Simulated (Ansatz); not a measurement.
# BaPbO3 (model cell, started as cubic perovskite with Pb in the octahedra): a soft mode frozen in, part 3 of 3

Which phase does BaPbO3 (model cell, started as cubic perovskite with Pb in the octahedra) fall into along its unstable mode, and how much energy does it gain?

Ansatz 0.2.0; DFT PBEsol, scalar-relativistic, plane waves, PAW; PAW set soft_1.

So far. Step 5 (Energy along the mode, all amplitudes (two of the runs …): The lowest of the steps tried is at 0.45 Å, 27.6 meV/atom below the parent; the bottom of the well need not coincide with a step. Step 7 (The new phase in its own primitive cell): The largest force component left is 0.72 meV/Å and the pressure is -0.001 GPa, within the tolerances set. The cell now holds 15.67 Å³/atom. The relaxed cell has a, b, c = 6.022, 8.514, 6.112 Å (conventional setting).

The structure was built from a prototype and need not be the compound's stable phase.

## (8) Modes of the new phase, occupations fixed

A relaxed structure may still be a saddle point, so its zone-centre modes are computed. The response to a homogeneous field gives the Born charges and the dielectric tensor.

Input file input.yaml:

```yaml
crystal:
  lattice:
    - [-3.0110904201, 4.2570881177, 3.0560787278]
    - [3.0110904201, -4.2570881177, 3.0560787278]
    - [3.0110904201, 4.2570881177, -3.0560787278]
  atoms:
    - { symbol: Ba, position: [0.7430314373, 0.9930314373, 0.75] }
    - { symbol: Ba, position: [0.2569685627, 0.0069685627, 0.25] }
    - { symbol: Pb, position: [0.0, 0.5, 0.5] }
    - { symbol: Pb, position: [0.5, 0.5, 0.0] }
    - { symbol: O, position: [0.175933517, 0.425933517, 0.75] }
    - { symbol: O, position: [0.824066483, 0.574066483, 0.25] }
    - { symbol: O, position: [0.7072424046, 0.5, 0.7072424046] }
    - { symbol: O, position: [0.2927575954, 0.5, 0.2927575954] }
    - { symbol: O, position: [0.7072424046, 0.0, 0.2072424046] }
    - { symbol: O, position: [0.2927575954, 0.0, 0.7927575954] }
kpoints:
  mp_grid: { grid: [8, 8, 8] }
hamiltonian:
  xc: pbesol
  pseudopotentials: { kind: paw, azcp: { folder: soft_1 }, xc_functional: pbe }
scf:
  occupations: { method: fixed }
output:
  eigenvalues: true
phonons:
  method: dfpt
  dielectric: true
  rigid_motions: translations
```

Launch:

```sh
$ ansatz run input.yaml --threads 4 --pin off --max-ram 16384MiB --backend cpu --events-out ev --progress --plain --runs-dir out
```

Numbers of over 12 decimals in the logs are rounded to 6 here.

Output:

```text
[...]
Crystal: 10 atoms, lattice volume = 156.697 Å³
Basis set: ecut = 420 eV, 3087 PW (Γ), exchange–correlation on 96×96×96 points (8 copies of the dense FFT grid, shifted against one another)
Bands: 52, of which v1, the nominal top of the filled ones, is band 42 counted from 1 (41 counted from 0)
Symmetry: 8 space group operations
k-points: 260 of 512 (irreducible under 1 space group operation, time reversal used)
[...]
SCF iter   1: F=—  HF=-38610.885735 eV  |F-HF|=—  |Δ(HF+E_count)|=         —  Δρ=5.98e-2  dr2=8.98e0  ethr=3.10e-3  ⟨swp⟩=6.0  Hψ=56767  notcnv=0  defer=1987
[...]
SCF iter  12: F=-38607.322806 eV  HF=-38607.322806 eV  |F-HF|=7.28e-11  |Δ(HF+E_count)|=  5.82e-11  Δρ=2.22e-7  dr2=6.49e-11  ethr=1.00e-12  ⟨swp⟩=22.6  Hψ=123406  notcnv=0
SCF 1 converged in 12 iterations: F = -38607.322806 eV  dr2 = 6.49e-11
[...]
NSCF: frozen V_eff on 260 k-points
[...]
DFPT response loops at Γ: preconditioner auto → Resta (q_TF=auto, 2.459 Å⁻¹)  ε∞=14.9 (no band partly filled); β = 1.00, the filter's whole step (`scf.mixing.beta` (0.50) is not read by the response loops at its default; to damp them type it under 1.00, their step now; it binds the ground state too); Broyden in place of MSR1
── the response to a field inside a basis, on 8×8×8 k-points: an SCF that follows is theirs, and a resumed run solves both again ──
Bands: 43, of which v1, the nominal top of the filled ones, is band 42 counted from 1 (41 counted from 0)
k-points: 94 of 512
[...]
Eigensolver: Dense (94 Hₖ)
SCF iter   1: F=—  HF=-38607.123884 eV  |F-HF|=—  |Δ(HF+E_count)|=         —  Δρ=5.31e-4  dr2=1.68e-4  ethr=1.00e-1
[...]
SCF iter   7: F=-38607.123961 eV  HF=-38607.123961 eV  |F-HF|=5.69e-9  |Δ(HF+E_count)|=   1.24e-8  Δρ=2.50e-6  dr2=9.92e-9  ethr=1.25e-10
SCF 1 converged in 7 iterations: F = -38607.123961 eV  dr2 = 9.92e-9
[...]
SCF converged after 12 iterations
Free energy (F): -38607.322806 eV
[...]
Internal energy: -38607.322806 eV  (E = F + TS)
E sigma→0 (E₀):  -38607.322806 eV
Fermi energy:    8.954089 eV
[...]
--- Band table (eV; the first three rows and the last of 260) ---
  k-point 0: bands = [... 38 lower, 8.5495, 8.6241, 8.7707, 8.9373, 9.2227, 13.6873, 14.0756, 14.1332, ... 6 higher]
  k-point 1: bands = [... 38 lower, 8.5568, 8.6113, 8.6751, 8.7450, 9.3837, 13.6725, 14.1396, 14.2538, ... 6 higher]
  k-point 2: bands = [... 38 lower, 8.4370, 8.4901, 8.5885, 8.5904, 9.8629, 13.2773, 14.5108, 14.6323, ... 6 higher]
  k-point 259: bands = [... 38 lower, 8.2347, 8.3399, 8.7993, 8.9296, 11.7716, 13.5593, 15.5261, 15.9380, ... 6 higher]
--- Phonons (Γ-DFPT): 12 representative perturbations + reference, on 260 of 512 k-points (Σ response iterations 47) ---
  k mesh reduced under 1 symmetry operation, with k and −k counted as one. Each operation leaves every solved perturbation unchanged. A smaller set is not considered because the run solves the response to a homogeneous field
  ASR residual: 2.299e-4 → 0.000e0 eV/Å²; symmetrization residual: 7.980e-6 eV/Å²
  ASR residual per site (eV/Å²): 1.78e-5 1.78e-5 9.23e-5 9.23e-5 2.30e-4 2.30e-4 6.49e-5 6.49e-5 6.49e-5 6.49e-5
  Γ frequencies (cm⁻¹): 0.00 0.00 0.00 63.00 75.99 77.37 102.97 105.51 114.50 114.80 115.63 126.77 159.94 164.28 165.28 170.85 198.42 202.17 204.69 207.57 258.59 271.38 272.20 312.81 333.66 346.42 495.30 506.62 521.76 591.11
  ε∞ (high-frequency dielectric tensor):
        7.989432     0.000000     0.000000
        0.000000     7.854664    -0.000000
        0.000000    -0.000000     8.014624
  ε⁰ (static dielectric tensor: ions relaxed, cell fixed):
       43.407671    -0.000000    -0.000000
       -0.000000    24.997908     0.000000
       -0.000000     0.000000    22.477222
  ε⁰ − ε∞ (ionic part):
       35.418239    -0.000000    -0.000000
       -0.000000    17.143244     0.000000
       -0.000000     0.000000    14.462599
  softest optical mode at Γ: 63.00 cm⁻¹; the repairs (sum rule, projections) moved no ω² at Γ by more than (2.83 cm⁻¹)²
  Born effective charges Z* (e; rows j = field, columns β = displacement):
    site 0:
         2.60891    0.00000    0.00000
         0.00000    2.66925    0.00000
         0.00000   -0.00000    2.89387
    site 1:
         2.60891    0.00000    0.00000
         0.00000    2.66925    0.00000
         0.00000   -0.00000    2.89387
    site 2:
         4.76105    0.00000    0.00000
         0.00000    4.68431   -1.16448
         0.00000    1.52812    4.72260
    site 3:
         4.76105    0.00000    0.00000
         0.00000    4.68431    1.16448
         0.00000   -1.52812    4.72260
    site 4:
        -1.70463   -0.00000    0.00000
        -0.00000   -3.55842    0.00000
        -0.00000   -0.00000   -2.21490
    site 5:
        -1.70463   -0.00000    0.00000
        -0.00000   -3.55842    0.00000
        -0.00000   -0.00000   -2.21490
    site 6:
        -2.83266   -0.00000    1.05251
        -0.00000   -1.89757    0.00000
         0.89988   -0.00000   -2.70079
    site 7:
        -2.83266   -0.00000    1.05251
        -0.00000   -1.89757    0.00000
         0.89988   -0.00000   -2.70079
    site 8:
        -2.83266   -0.00000   -1.05251
        -0.00000   -1.89757    0.00000
        -0.89988   -0.00000   -2.70079
    site 9:
        -2.83266   -0.00000   -1.05251
        -0.00000   -1.89757    0.00000
        -0.89988   -0.00000   -2.70079
  Z* charge neutrality: 3.239e-2 e pre-enforcement
  solved inside a basis spanned on kpoints, on 8×8×8 k-points, its susceptibility summed on 12×12×12: ε∞ is read to err by 5.4e-2, Z* by 3.5e-2 e (field_mesh: kpoints solves on kpoints); Z* is corrected for what the basis lacks
  optical modes at Γ without the LO–TO term, one row a degenerate level:
      ω (cm⁻¹)  modes    IR ((D/Å)²/amu)
         63.00      1             0.0000
[...]
optical modes at Γ + LO–TO along q̂ = [1.0000, 0.0000, 0.0000]:
      ω (cm⁻¹)  modes    IR ((D/Å)²/amu)
[...]
optical modes at Γ + LO–TO along q̂ = [0.0000, 1.0000, 0.0000]:
      ω (cm⁻¹)  modes    IR ((D/Å)²/amu)
[...]
optical modes at Γ + LO–TO along q̂ = [0.0000, 0.0000, 1.0000]:
      ω (cm⁻¹)  modes    IR ((D/Å)²/amu)
[...]
207.57      1            21.1690
        238.87      1             2.4666
        258.59      1             0.0000
        272.20      1             0.0000
        312.81      1             0.0000
        332.85      1            21.1264
        333.66      1             0.0000
        346.42      1             0.0000
        495.30      1            37.7643
        506.62      1            28.8100
        578.08      1            45.3547
        591.11      1             0.0000
```

It took 27 min on 4 threads of Arm Neoverse V1, shared host; peak memory 8.5 GiB; 1.7 h of CPU time.

Numbers from this step:

```
sum-rule residual before enforcement                    : 2.30e-4 eV/Å²
miss of the charge sum rule                             : 0.03239 e
estimated error of the dielectric tensor                : 0.05365
estimated error of the Born charges                     : 0.03527 e
point group                                             : mmm
highest optical mode at the zone centre (no LO-TO term) : 591.1 cm⁻¹
lowest optical zone-centre mode                         : 63 cm⁻¹
mean high-frequency dielectric constant                 : 7.953
largest Born charge (third of the trace)                : 4.723 e
mean static dielectric constant                         : 30.29
top of the zone-centre spectrum with the field          : 591.1 cm⁻¹
```

Patterns of degenerate modes are one choice out of their space. Modes at Γ, with each element's share of the kinetic energy:

| mode | frequency (cm⁻¹) | symmetry | Ba % | Pb % | O % |
| --- | --- | --- | --- | --- | --- |
| 1 | 0.0 | acoustic | 35 | 53 | 12 |
| 2 | 0.0 | acoustic | 35 | 53 | 12 |
| 3 | 0.0 | acoustic | 35 | 53 | 12 |
| 4 | 63.0 | B2g | 40 | 0 | 60 |
| 5 | 76.0 | B3u | 37 | 7 | 56 |
| 6 | 77.4 | B1g | 0 | 0 | 100 |
| 7 | 103.0 | B3g | 100 | 0 | 0 |
| 8 | 105.5 | B2u | 63 | 34 | 3 |
| 9 | 114.5 | Ag | 98 | 0 | 2 |
| 10 | 114.8 | B2g | 59 | 0 | 41 |
| 11 | 115.6 | B1u | 61 | 38 | 1 |
| 12 | 126.8 | B3u | 27 | 31 | 42 |
| 13 | 159.9 | B2u | 2 | 71 | 28 |
| 14 | 164.3 | Au | 0 | 68 | 32 |
| 15 | 165.3 | B1u | 2 | 90 | 8 |
| 16 | 170.8 | B3u | 1 | 5 | 94 |
| 17 | 198.4 | Au | 0 | 32 | 68 |
| 18 | 202.2 | B1u | 1 | 10 | 89 |
| 19 | 204.7 | Ag | 2 | 0 | 98 |
| 20 | 207.6 | B2u | 0 | 39 | 61 |
| 21 | 258.6 | B2g | 1 | 0 | 99 |
| 22 | 271.4 | B1u | 1 | 6 | 93 |
| 23 | 272.2 | B3g | 0 | 0 | 100 |
| 24 | 312.8 | Ag | 0 | 0 | 100 |
| 25 | 333.7 | B1g | 0 | 0 | 100 |
| 26 | 346.4 | B3g | 0 | 0 | 100 |
| 27 | 495.3 | B3u | 0 | 4 | 96 |
| 28 | 506.6 | B2u | 0 | 4 | 96 |
| 29 | 521.8 | B1u | 0 | 3 | 97 |
| 30 | 591.1 | B3g | 0 | 0 | 100 |

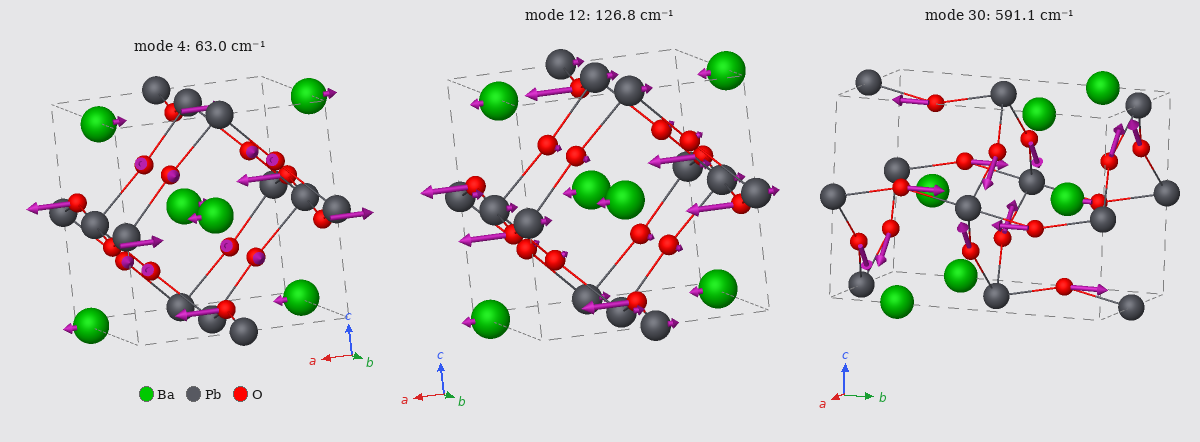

Displacement patterns of modes 4, 12 and 30 at Γ; arrows are exaggerated. Some periodic images of atoms are drawn too.

Optical modes at the zone centre, without and with the macroscopic field of the longitudinal modes; each column is sorted by frequency, so a row need not hold one and the same mode. Modes with and without the field, by row:

| rank among optical modes | no field (cm⁻¹) | q along (1, 0, 0) (cm⁻¹) | q along (0, 1, 0) (cm⁻¹) | q along (0, 0, 1) (cm⁻¹) |
| --- | --- | --- | --- | --- |
| 1 | 63 | 63 | 63 | 63 |
| 2 | 76 | 77.4 | 76 | 76 |
| 3 | 77.4 | 100.8 | 77.4 | 77.4 |
| 4 | 103 | 103 | 103 | 103 |
| 5 | 105.5 | 105.5 | 108.4 | 105.5 |
| 6 | 114.5 | 114.5 | 114.5 | 114.5 |
| 7 | 114.8 | 114.8 | 114.8 | 114.8 |
| 8 | 115.6 | 115.6 | 115.6 | 116.2 |
| 9 | 126.8 | 133.3 | 126.8 | 126.8 |
| 10 | 159.9 | 159.9 | 164.3 | 159.9 |
| 11 | 164.3 | 164.3 | 165.3 | 164.3 |
| 12 | 165.3 | 165.3 | 170.8 | 170.8 |
| 13 | 170.8 | 198.4 | 176.5 | 171.5 |
| 14 | 198.4 | 202.2 | 198.4 | 198.4 |
| 15 | 202.2 | 204.7 | 202.2 | 204.7 |
| 16 | 204.7 | 207.6 | 204.7 | 207.6 |
| 17 | 207.6 | 248.6 | 258.6 | 238.9 |
| 18 | 258.6 | 258.6 | 271.4 | 258.6 |
| 19 | 271.4 | 271.4 | 272.2 | 272.2 |
| 20 | 272.2 | 272.2 | 292.1 | 312.8 |
| 21 | 312.8 | 312.8 | 312.8 | 332.9 |
| 22 | 333.7 | 333.7 | 333.7 | 333.7 |
| 23 | 346.4 | 346.4 | 346.4 | 346.4 |
| 24 | 495.3 | 506.6 | 495.3 | 495.3 |
| 25 | 506.6 | 521.8 | 521.8 | 506.6 |
| 26 | 521.8 | 568.4 | 566.2 | 578.1 |
| 27 | 591.1 | 591.1 | 591.1 | 591.1 |

Born charge (rows field, columns displacement) (e), principal values of the symmetric part by kind of site:

| atom | atoms with these values | low | middle | high | mean |
| --- | --- | --- | --- | --- | --- |
| Ba1 | 2 | 2.61 | 2.67 | 2.89 | 2.72 |
| Pb3 | 2 | 4.52 | 4.76 | 4.89 | 4.72 |
| O5 | 2 | -3.56 | -2.21 | -1.70 | -2.49 |
| O7 | 4 | -3.75 | -1.90 | -1.79 | -2.48 |

In full for Pb3:

```
 4.76  0.00  0.00
 0.00  4.68 -1.16
 0.00  1.53  4.72
```

High-frequency dielectric tensor:

```
7.99 0.00 0.00
0.00 7.85 0.00
0.00 0.00 8.01
```

Static dielectric tensor (ions relaxed, fixed cell):

```
43.41  0.00  0.00
 0.00 25.00  0.00
 0.00  0.00 22.48
```

Transverse modes. Infrared lines, with heights relative to the strongest:

| position (cm⁻¹) | relative intensity |
| --- | --- |
| 63 | 0.0 |
| 76 | 25 |
| 77 | 0.0 |
| 103 | 0.0 |
| 106 | 3.9 |
| 114 | 0.0 |
| 115 | 0.0 |
| 116 | 0.8 |
| 127 | 7.1 |
| 160 | 36 |
| 164 | 0.0 |
| 165 | 16 |
| 171 | 49 |
| 198 | 0.0 |
| 202 | 57 |
| 205 | 0.0 |
| 208 | 56 |
| 259 | 0.0 |
| 271 | 37 |
| 272 | 0.0 |
| 313 | 0.0 |
| 334 | 0.0 |
| 346 | 0.0 |
| 495 | 100 |
| 507 | 76 |
| 522 | 72 |
| 591 | 0.0 |

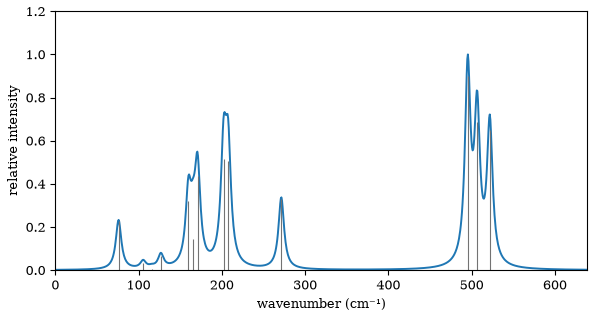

The infrared spectrum, broadened with Lorentzians of width 8 cm⁻¹; bars mark the lines.

Before it was imposed, the acoustic sum rule was missed by 2.3e-4 eV/Å² and the charge sum rule by 0.032 e. The charge miss is large and points to the mesh or the basis. The lowest optical mode is real, 63.0 cm⁻¹.

## (9) Outcome

```
unstable mode of the parent                                                      : q = (-0.5, -0.5, -0.5), 163i cm⁻¹
depth at the lowest point sampled                                                : 27.6 meV/atom
largest atomic shift at that point                                               : 0.45 Å
space group reached (within 0.01 Å)                                              : Imma
energy gained over the parent (first relaxation, on the mesh of the frozen mode) : 31.6 meV/atom
volume per atom, phase reached                                                   : 15.7 Å³
gap on the k-mesh, phase reached                                                 : 0.269 eV
lowest optical zone-centre mode, phase reached                                   : 63.0 cm⁻¹
highest optical mode at the zone centre (no LO-TO term), phase reached           : 591 cm⁻¹
```

What this shows: Along this mode the structure falls into Imma, 31.6 meV/atom below the parent. At the parent's cell the well is 27.57 meV/atom deep on the steps tried, with its lowest point at a shift of 0.45 Å. Relaxing atoms and cell changes the gain by +4.05 meV/atom against the lowest step (energies at zero smearing). The new phase has no imaginary mode at the zone centre of its cell; other wavevectors were not checked. Of the 4 patterns followed to their end from this parent, this one reaches the lowest energy. Another end point lies within 1 meV/atom; how such a difference moves with mesh and cutoff was not tested. Each path keeps the symmetry of its pattern, so a lower phase may lie along a pattern not tried. With no gap, or one that is small against the smearing, the frequencies hang on the k mesh and the smearing, most of all near Kohn anomalies. Spin-orbit coupling is left out, which can matter for the heavy elements here. The PAW files were made for PBE and serve the other functionals too. The starting cell was built on a prototype and not taken from a measurement, so the phase need not exist.

[Logs are printed without paths, hosts, clocks, repeated set-up lines and the standing remarks that a program may print on its own settings, such as how far it seeks lower states.]

[Hosts, paths, dates, database ids (printed as entryN), source tags and the programs' standing remarks are cut or masked in the printed files.]
